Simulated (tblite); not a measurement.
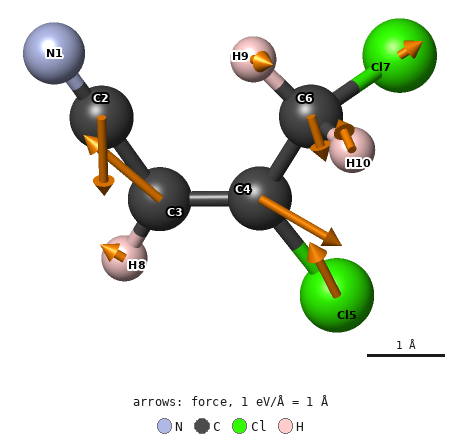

Starting geometry of C₄H₃Cl₂N with the computed forces as orange arrows. The picture is a ball-and-stick view, seen from a free direction.

Computed with GFN2-xTB geometry optimisation, gas phase in tblite. 

Question: Is this structure relaxed? If not, where do the atoms go?

Answer: It isn't relaxed: the largest force vector, on C3, is 1.37 eV/Å. The final displacements have little in common with the starting forces (cosine between the two patterns 0.23). Over 55 geometry steps the energy falls by 16.3 kJ/mol. H9 moves most after the best rigid fit: 0.33 Å. Largest moves by element: H 0.33 Å, N 0.25 Å, Cl 0.21 Å, C 0.14 Å. Among the contacts that change: C4–Cl5 1.765 → 1.718 Å, C2–C3 1.442 → 1.406 Å, C3–C4 1.321 → 1.339 Å, C6–H10 1.107 → 1.090 Å. Bond angles that change, for instance: C2–C3–H8 122.3° → 115.8°, C2–C3–C4 116.5° → 122.5°, H9–C6–H10 114.5° → 111.0°. Cost: 0.26 s on 1 thread of Arm Neoverse V2, on a shared host.
